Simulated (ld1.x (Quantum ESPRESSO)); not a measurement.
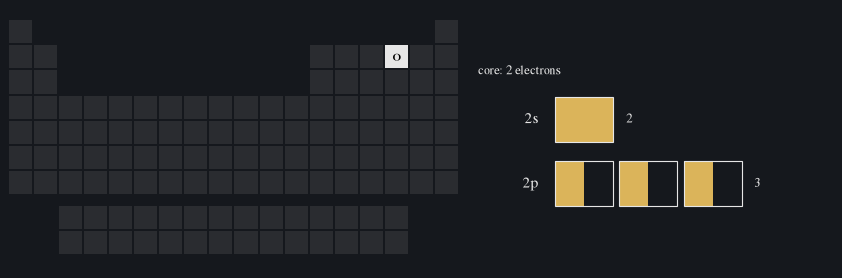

**Figure 1.** Left, the place of oxygen in the periodic table; right, the valence shells of the reference configuration: a box for each of the 2l + 1 orbitals, shaded by the share of the shell that is filled, with the electron count at the right.

## O: pseudopotential generation (part 1 of 2)

System: oxygen (O, Z = 8), core [He], reference valence 2s2 2p3 (an ion of charge +1), valence charge 6.
Method: ultrasoft potential, BP86, scalar-relativistic, made with ld1.x (Quantum ESPRESSO) 7.5.

Input:
```
 &input
   title='O', zed=8., rel=1, dft='BP', iswitch=3,
   config='[He] 2s2 2p3',
   nld=2, rlderiv=2.50, eminld=-5.0, emaxld=5.0, deld=0.02
 /
 &inputp
   pseudotype=3, tm=.true., lloc=-2, rcloc=1.72,
   nlcc=.false.,
   which_augfun='PSQ', rmatch_augfun_nc=.true.,
   file_pseudopw='O.UPF', file_wfcaegen='ae.wfc', file_wfcncgen='nc.wfc', file_beta='beta', file_chi='chi', file_wfcusgen='us.wfc'
 /
4
2S  1  0   2.00   0.00  0.90  1.05  0.0
2S  1  0   0.00  -1.10  0.90  1.05  0.0
2P  2  1   3.00   0.00  1.70  2.30  0.0
2P  2  1   0.00  -1.40  1.70  2.30  0.0
 &test
   configts(1)='2s2 2p3'
 /
```

Input of the test run:
```
 &input
   title='O', zed=8., rel=1, dft='BP', iswitch=2,
   config='[He] 2s2 2p3'
 /
 &test
   file_pseudo='O.UPF', nconf=8,
   configts(1)='2s2 2p3',
   configts(2)='2s2 2p4',
   configts(3)='2s2 2p2',
   configts(4)='2s2 2p1',
   configts(5)='2s1 2p4',
   configts(6)='2s2 2p0',
   configts(7)='2s2 2p3.5',
   configts(8)='2s1 2p5'
 /
```

Run as:
```bash
ld1.x < O.in > O.out
```

The program's output:
```
     Program LD1 v.7.5
     --------------------------- All-electron run ----------------------------

     O
     scalar relativistic calculation

     atomic number is  8.00
     dft =BP   lsd =0 sic =0 latt =0  beta=0.20 tr2=1.0E-14
     Exchange-correlation= BP
                           (   1   1   1   1   0   0   0)
     mesh =1095 r(mesh) =  99.04343 a.u. xmin = -7.00 dx = 0.01250
     1 Ry =  13.60569312 eV, c = 137.03599908

     n l     nl                  e(Ry)          e(Ha)          e(eV)
     1 0     1S 1( 2.00)       -39.2556       -19.6278      -534.0995
     2 0     2S 1( 2.00)        -2.9226        -1.4613       -39.7636
     2 1     2P 1( 3.00)        -1.8033        -0.9017       -24.5354

     final scf error:  9.4E-15 reached in  20 iterations

     Etot =    -148.944228 Ry,     -74.472114 Ha,   -2026.489452 eV

     Ekin =     148.790032 Ry,      74.395016 Ha,    2024.391512 eV
     Encl =    -345.524206 Ry,    -172.762103 Ha,   -4701.096319 eV
     Eh   =      63.611000 Ry,      31.805500 Ha,     865.471747 eV
     Exc  =     -15.821053 Ry,      -7.910527 Ha,    -215.256393 eV

     normalization and overlap integrals

     s(1S/1S) =  1.000000  <r> =   0.1994  <r2> =    0.0537  r(max) =   0.1298
     s(2S/2S) =  1.000000  <r> =   1.0842  <r2> =    1.4114  r(max) =   0.8569
     s(2P/2P) =  1.000000  <r> =   1.1076  <r2> =    1.5641  r(max) =   0.7851

     ------------------------ End of All-electron run ------------------------

     --------------------- Generating US pseudopotential ---------------------

      Generating local potential from pseudized AE potential:
      Matching radius rcloc =   1.7200
      Enforcing V''(0)=0 (lloc=-2)

      Local pseudo, rcloc= 1.726 Estimated cut-off energy=    10.17 Ry
      Wfc-us  2S rcutus= 1.047  Estimated cut-off energy=    42.47 Ry
      Wfc-us  2S rcutus= 1.047  Estimated cut-off energy=    47.21 Ry
      Wfc-us  2P rcutus= 2.272  Estimated cut-off energy=    16.27 Ry
      Wfc-us  2P rcutus= 2.272  Estimated cut-off energy=    27.71 Ry

     Q pseudized with Bessel functions
     Expected ecutrho=     244.7842 due to l1=  0   l2=  1

     ------------------- End of pseudopotential generation -------------------

     --------------------------- All-electron run ----------------------------

     O
     scalar relativistic calculation

     atomic number is  8.00
     dft =BP   lsd =0 sic =0 latt =0  beta=0.20 tr2=1.0E-14
     Exchange-correlation= BP
                           (   1   1   1   1   0   0   0)
     mesh =1095 r(mesh) =  99.04343 a.u. xmin = -7.00 dx = 0.01250
     1 Ry =  13.60569312 eV, c = 137.03599908

     n l     nl                  e(Ry)          e(Ha)          e(eV)
     1 0     1S 1( 2.00)       -39.2556       -19.6278      -534.0995
     2 0     2S 1( 2.00)        -2.9226        -1.4613       -39.7636
     2 1     2P 1( 3.00)        -1.8033        -0.9017       -24.5354

     final scf error:  9.4E-15 reached in  20 iterations

     Etot =    -148.944228 Ry,     -74.472114 Ha,   -2026.489452 eV

     Ekin =     148.790032 Ry,      74.395016 Ha,    2024.391512 eV
     Encl =    -345.524206 Ry,    -172.762103 Ha,   -4701.096319 eV
     Eh   =      63.611000 Ry,      31.805500 Ha,     865.471747 eV
     Exc  =     -15.821053 Ry,      -7.910527 Ha,    -215.256393 eV

     normalization and overlap integrals

     s(1S/1S) =  1.000000  <r> =   0.1994  <r2> =    0.0537  r(max) =   0.1298
     s(2S/2S) =  1.000000  <r> =   1.0842  <r2> =    1.4114  r(max) =   0.8569
     s(2P/2P) =  1.000000  <r> =   1.1076  <r2> =    1.5641  r(max) =   0.7851

     ------------------------ End of All-electron run ------------------------

     Computing logarithmic derivative in   2.49510
     Computing logarithmic derivative in   2.49510
     Computing the partial wave expansion
     R is outside the sphere for l=    0 j= 0.00
     R is outside the sphere for l=    0 j= 0.00
     R is outside the sphere for l=    1 j= 0.00
     R is outside the sphere for l=    1 j= 0.00

     ---------------------- Testing the pseudopotential ----------------------

     O
     scalar relativistic calculation

     atomic number is  8.00   valence charge is  6.00
     dft =BP   lsd =0 sic =0 latt =0  beta=0.20 tr2=1.0E-14
     mesh =1095 r(mesh) =  99.04343 xmin = -7.00 dx = 0.01250

     n l     nl             e AE (Ry)        e PS (Ry)    De AE-PS (Ry)
     1 0     2S   1( 2.00)       -2.92257       -2.92257       -0.00000
     2 1     2P   1( 3.00)       -1.80332       -1.80332       -0.00000

     eps = 7.4E-15  iter =  7

     Etot =    -148.944228 Ry,     -74.472114 Ha,   -2026.489452 eV
     Etotps =   -30.295054 Ry,     -15.147527 Ha,    -412.185205 eV

     Ekin =       7.371876 Ry,       3.685938 Ha,     100.299480 eV
     Encl =     -50.117584 Ry,     -25.058792 Ha,    -681.884462 eV
     Ehrt =      20.668729 Ry,      10.334364 Ha,     281.212381 eV
     Ecxc =      -5.602290 Ry,      -2.801145 Ha,     -76.223033 eV
     Epseu=      -2.615785 Ry,      -1.307893 Ha,     -35.589571 eV

     ---------------------- End of pseudopotential test ----------------------
```

Output of the test run (extracts):
```
     ---------------------- Testing the pseudopotential ----------------------

     O
     scalar relativistic calculation

     atomic number is  8.00   valence charge is  6.00
     dft =BP   lsd =0 sic =0 latt =0  beta=0.20 tr2=1.0E-14
     mesh =1095 r(mesh) =  99.04343 xmin = -7.00 dx = 0.01250

     n l     nl             e AE (Ry)        e PS (Ry)    De AE-PS (Ry)
     1 0     2S   1( 2.00)       -2.92257       -2.92257       -0.00000
     2 1     2P   1( 3.00)       -1.80332       -1.80332       -0.00000

     eps = 8.6E-15  iter =  5

     Etot =    -148.944227 Ry,     -74.472114 Ha,   -2026.489451 eV
     Etotps =   -30.295054 Ry,     -15.147527 Ha,    -412.185205 eV

     Ekin =       7.371876 Ry,       3.685938 Ha,     100.299480 eV
     Encl =     -50.117584 Ry,     -25.058792 Ha,    -681.884462 eV
     Ehrt =      20.668729 Ry,      10.334364 Ha,     281.212381 eV
     Ecxc =      -5.602290 Ry,      -2.801145 Ha,     -76.223033 eV
     Epseu=      -2.615785 Ry,      -1.307893 Ha,     -35.589571 eV

     ---------------------- End of pseudopotential test ----------------------

     ---------------------- Testing the pseudopotential ----------------------

     O
     scalar relativistic calculation

     atomic number is  8.00   valence charge is  6.00
     dft =BP   lsd =0 sic =0 latt =0  beta=0.20 tr2=1.0E-14
     mesh =1095 r(mesh) =  99.04343 xmin = -7.00 dx = 0.01250

     n l     nl             e AE (Ry)        e PS (Ry)    De AE-PS (Ry)
     1 0     2S   1( 2.00)       -1.76815       -1.77263        0.00448
     2 1     2P   1( 4.00)       -0.67076       -0.67929        0.00852  !

     eps = 9.5E-15  iter = 12

     Etot =    -150.158483 Ry,     -75.079242 Ha,   -2043.010243 eV
     Etotps =   -31.514361 Ry,     -15.757180 Ha,    -428.774724 eV
     dEtot_ae =      -1.214256 Ry
     dEtot_ps =      -1.219307 Ry,   Delta E=       0.005051 Ry

     Ekin =       6.943105 Ry,       3.471552 Ha,      94.465754 eV
     Encl =     -57.435996 Ry,     -28.717998 Ha,    -781.456536 eV
     Ehrt =      27.153184 Ry,      13.576592 Ha,     369.437884 eV
     Ecxc =      -6.498826 Ry,      -3.249413 Ha,     -88.421035 eV
     Epseu=      -1.675827 Ry,      -0.837914 Ha,     -22.800791 eV

     ---------------------- End of pseudopotential test ----------------------

     ---------------------- Testing the pseudopotential ----------------------

     O
     scalar relativistic calculation

     atomic number is  8.00   valence charge is  6.00
     dft =BP   lsd =0 sic =0 latt =0  beta=0.20 tr2=1.0E-14
     mesh =1095 r(mesh) =  99.04343 xmin = -7.00 dx = 0.01250

     n l     nl             e AE (Ry)        e PS (Ry)    De AE-PS (Ry)
     1 0     2S   1( 2.00)       -4.29655       -4.29053       -0.00603  !
     2 1     2P   1( 2.00)       -3.18387       -3.16998       -0.01389  !

     eps = 6.1E-15  iter = 33

     Etot =    -146.469691 Ry,     -73.234845 Ha,   -1992.821661 eV
     Etotps =   -27.826988 Ry,     -13.913494 Ha,    -378.605465 eV
     dEtot_ae =       2.474537 Ry
     dEtot_ps =       2.468065 Ry,   Delta E=       0.006472 Ry

     Ekin =       7.811110 Ry,       3.905555 Ha,     106.275572 eV
     Encl =     -41.466020 Ry,     -20.733010 Ha,    -564.173941 eV
     Ehrt =      14.203483 Ry,       7.101741 Ha,     193.248226 eV
     Ecxc =      -4.505188 Ry,      -2.252594 Ha,     -61.296202 eV
     Epseu=      -3.870374 Ry,      -1.935187 Ha,     -52.659120 eV

     ---------------------- End of pseudopotential test ----------------------

     ---------------------- Testing the pseudopotential ----------------------

     O
     scalar relativistic calculation

     atomic number is  8.00   valence charge is  6.00
     dft =BP   lsd =0 sic =0 latt =0  beta=0.20 tr2=1.0E-14
     mesh =1095 r(mesh) =  99.04343 xmin = -7.00 dx = 0.01250

     n l     nl             e AE (Ry)        e PS (Ry)    De AE-PS (Ry)
     1 0     2S   1( 2.00)       -5.85141       -7.50833        1.65692  !
     2 1     2P   1( 1.00)       -4.77796       -4.77796        0.00000

     eps = 9.1E-13  iter =201

     Etot =    -142.505507 Ry,     -71.252754 Ha,   -1938.886202 eV
     Etotps =   -23.084083 Ry,     -11.542042 Ha,    -314.074955 eV
     dEtot_ae =       6.438720 Ry
     dEtot_ps =       7.210970 Ry,   Delta E=      -0.772250 Ry

     Ekin =       1.323399 Ry,       0.661700 Ha,      18.005763 eV
     Encl =     -21.495495 Ry,     -10.747748 Ha,    -292.461115 eV
     Ehrt =       3.849947 Ry,       1.924973 Ha,      52.381192 eV
     Ecxc =      -2.026874 Ry,      -1.013437 Ha,     -27.577021 eV
     Epseu=      -4.735060 Ry,      -2.367530 Ha,     -64.423774 eV

     ---------------------- End of pseudopotential test ----------------------

     ---------------------- Testing the pseudopotential ----------------------

     O
     scalar relativistic calculation

     atomic number is  8.00   valence charge is  6.00
     dft =BP   lsd =0 sic =0 latt =0  beta=0.20 tr2=1.0E-14
     mesh =1095 r(mesh) =  99.04343 xmin = -7.00 dx = 0.01250

     n l     nl             e AE (Ry)        e PS (Ry)    De AE-PS (Ry)
     1 0     2S   1( 1.00)       -2.93339       -2.93722        0.00384
     2 1     2P   1( 4.00)       -1.81246       -1.81766        0.00520  !

     eps = 8.0E-15  iter =  7

     Etot =    -147.824148 Ry,     -73.912074 Ha,   -2011.249993 eV
     Etotps =   -29.175665 Ry,     -14.587833 Ha,    -396.955149 eV
     dEtot_ae =       1.120079 Ry
     dEtot_ps =       1.119388 Ry,   Delta E=       0.000691 Ry

     Ekin =       6.212854 Ry,       3.106427 Ha,      84.530184 eV
     Encl =     -49.992280 Ry,     -24.996140 Ha,    -680.179622 eV
     Ehrt =      20.588965 Ry,      10.294482 Ha,     280.127134 eV
     Ecxc =      -5.573211 Ry,      -2.786605 Ha,     -75.827395 eV
     Epseu=      -0.411993 Ry,      -0.205997 Ha,      -5.605451 eV

     ---------------------- End of pseudopotential test ----------------------

     ---------------------- Testing the pseudopotential ----------------------

     O
     scalar relativistic calculation

     atomic number is  8.00   valence charge is  6.00
     dft =BP   lsd =0 sic =0 latt =0  beta=0.20 tr2=1.0E-14
     mesh =1095 r(mesh) =  99.04343 xmin = -7.00 dx = 0.01250

     n l     nl             e AE (Ry)        e PS (Ry)    De AE-PS (Ry)
     1 0     2S   1( 2.00)       -7.55728       -7.50833       -0.04895  !
     2 1     2P   1( 0.00)       -6.55533       -6.44178       -0.11355  !

     eps = 1.7E-12  iter =201

     Etot =    -136.852694 Ry,     -68.426347 Ha,   -1861.975752 eV
     Etotps =   -18.306126 Ry,      -9.153063 Ha,    -249.067531 eV
     dEtot_ae =      12.091534 Ry
     dEtot_ps =      11.988928 Ry,   Delta E=       0.102606 Ry

     Ekin =       6.101357 Ry,       3.050678 Ha,      83.013187 eV
     Encl =     -21.495495 Ry,     -10.747748 Ha,    -292.461115 eV
     Ehrt =       3.849947 Ry,       1.924973 Ha,      52.381192 eV
     Ecxc =      -2.026874 Ry,      -1.013437 Ha,     -27.577021 eV
     Epseu=      -4.735060 Ry,      -2.367530 Ha,     -64.423774 eV

     ---------------------- End of pseudopotential test ----------------------

     ---------------------- Testing the pseudopotential ----------------------

     O
     scalar relativistic calculation

     atomic number is  8.00   valence charge is  6.00
     dft =BP   lsd =0 sic =0 latt =0  beta=0.20 tr2=1.0E-14
     mesh =1095 r(mesh) =  99.04343 xmin = -7.00 dx = 0.01250

     n l     nl             e AE (Ry)        e PS (Ry)    De AE-PS (Ry)
     1 0     2S   1( 2.00)       -2.31436       -2.31729        0.00293
     2 1     2P   1( 3.50)       -1.20297       -1.20832        0.00535  !

     eps = 6.7E-15  iter = 13

     Etot =    -149.693097 Ry,     -74.846549 Ha,   -2036.678343 eV
     Etotps =   -31.045357 Ry,     -15.522679 Ha,    -422.393603 eV
     dEtot_ae =      -0.748870 Ry
     dEtot_ps =      -0.750303 Ry,   Delta E=       0.001434 Ry

     Ekin =       7.126782 Ry,       3.563391 Ha,      96.964814 eV
     Encl =     -53.970383 Ry,     -26.985192 Ha,    -734.304475 eV
     Ehrt =      23.955519 Ry,      11.977759 Ha,     325.931440 eV
     Ecxc =      -6.080230 Ry,      -3.040115 Ha,     -82.725743 eV
     Epseu=      -2.077045 Ry,      -1.038523 Ha,     -28.259639 eV

     ---------------------- End of pseudopotential test ----------------------

     ---------------------- Testing the pseudopotential ----------------------

     O
     scalar relativistic calculation

     atomic number is  8.00   valence charge is  6.00
     dft =BP   lsd =0 sic =0 latt =0  beta=0.20 tr2=1.0E-14
     mesh =1095 r(mesh) =  99.04343 xmin = -7.00 dx = 0.01250

     n l     nl             e AE (Ry)        e PS (Ry)    De AE-PS (Ry)
     1 0     2S   1( 1.00)       -1.80242       -0.49599       -1.30643  !
     2 1     2P   1( 5.00)       -0.70256       -0.70256        0.00000

     eps = 7.9E-30  iter =  7

     Etot =    -149.059861 Ry,     -74.529930 Ha,   -2028.062720 eV
     Etotps =    -4.008793 Ry,      -2.004396 Ha,     -54.542406 eV
     dEtot_ae =      -0.115633 Ry
     dEtot_ps =      26.286261 Ry,   Delta E=     -26.401894 Ry

     Ekin =      -4.008793 Ry,      -2.004396 Ha,     -54.542406 eV
     Encl =       0.000000 Ry,       0.000000 Ha,       0.000000 eV
     Ehrt =       0.000000 Ry,       0.000000 Ha,       0.000000 eV
     Ecxc =       0.000000 Ry,       0.000000 Ha,       0.000000 eV

     ---------------------- End of pseudopotential test ----------------------
```

(Continued in part 2.) Outcome of the run: generated.
